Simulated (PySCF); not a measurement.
**HfI₄, SMILES `I[Hf](I)(I)I`: what the electrons do**

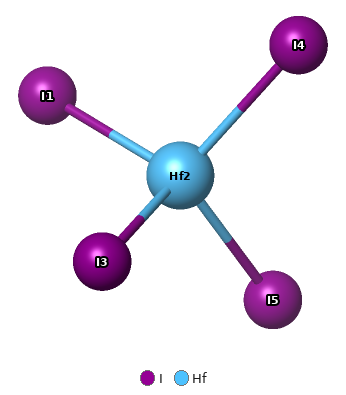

The molecule, with its atoms numbered as below. No frequency check shows the geometry to be a minimum.

Geometry (Å), atoms numbered from 1:

```
I1       1.6025   -0.9572   -2.0523
Hf2     -0.0008   -0.0002   -0.0001
I3       1.6027    0.9571    2.0523
I4      -1.6022   -2.0533    0.9567
I5      -1.6020    2.0535   -0.9566
```

### 1. Bonding charge

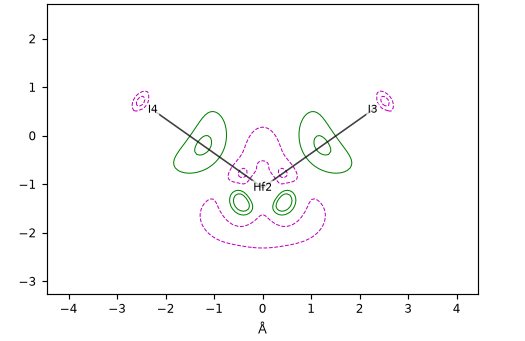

Deformation density (molecule less spherical, spin-averaged free atoms) in the plane of Hf2, I3 and I4; contours at ±0.05 to ±0.8 e/Å³; solid green lines: gain, dashed magenta lines: loss.

Level of theory: PBE/def2-TZVP (PySCF), at a geometry from GFN2-xTB. Core potentials replace the inner electrons of Hf and I; spin–orbit coupling isn't included. This is a single-reference result, which may miss multireference character in this system.

> How much density has each bond in this plane gained at its critical point, relative to the free atoms?

Hf2–I4 and Hf2–I3: +0.09 e/Å³ at the bond critical point (bond length 2.77 Å, Mayer order 1.2). In all, 1.0 electrons gather in the regions of gain relative to the promolecule. A small or negative value marks a very polar bond, one between electron-rich atoms, whose free-atom densities already overlap strongly, a long bond to a heavier atom, or a closed-shell contact such as a hydrogen bond.

> Where do the Hirshfeld charges lie?

The highest Hirshfeld charge is on Hf2 (+0.40 e), the lowest on I1, I3, I4 and I5 (−0.10 e).

### 2. Bond critical points

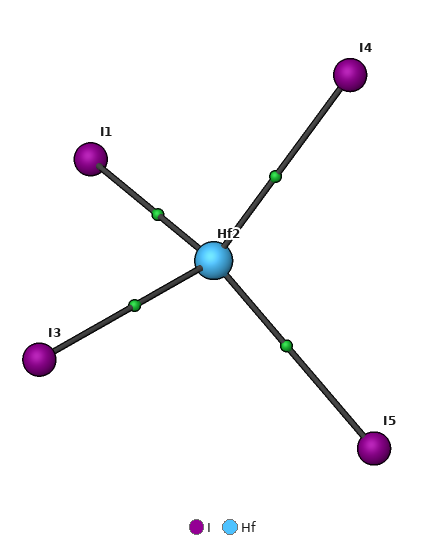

Molecular graph of the electron density (QTAIM): bond paths, bond critical points (green), ring points (magenta, if any); weak paths are dashed.

> How many critical points of each kind are there, and does the count close?

5 nuclei, 4 bond, 0 ring and 0 cage critical points: 5 − 4 + 0 − 0 = 1, as the Poincaré–Hopf relation requires.

> Tabulate density, Laplacian, ellipticity and energy density at the bond critical points (atomic units).

```
            bond  length (Å)  ρ (a.u.)  ∇²ρ (a.u.)     ε  H (a.u.)
Hf2–I4 (4 alike)       2.774     0.060       +0.06  0.00    −0.017
```

> What kind of interaction is Hf2–I4?

Polar or intermediate (positive Laplacian, negative energy density H): ρ = 0.060, ∇²ρ = +0.06, H = −0.017 a.u.

### 3. In an electric field

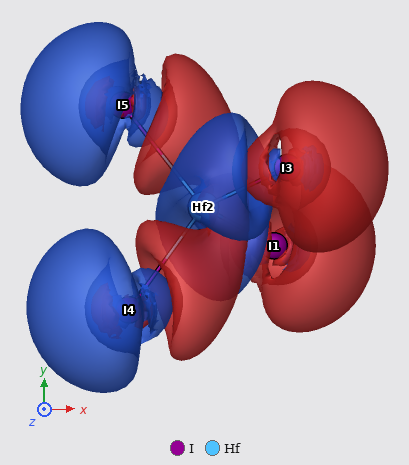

Change of the electron density in a uniform field of 0.21 V/Å, surfaces at ±0.001 e/Å³ (blue: gain, red: loss).

Level of theory: PBE/def2-TZVP (PySCF), at a geometry from GFN2-xTB. Core potentials replace the inner electrons of Hf and I; spin–orbit coupling isn't included. This is a single-reference result, which may miss multireference character in this system. A basis without diffuse functions makes polarisabilities too small.

> Along which Cartesian direction does the field point?

Along +x: electrons gather on the −x side, against the field.

> How large is the response?

The induced dipole is 1.96 D (along the field); α along this axis, from the fields in both directions, is 193 bohr³ (28.6 Å³).

> Which atoms gain and lose the most charge?

Electrons gather most on I4 and I5 alike (Hirshfeld charge changes by −0.031 e) and leave I1 and I3 alike most (+0.031 e); 0.127 electrons are displaced in all.
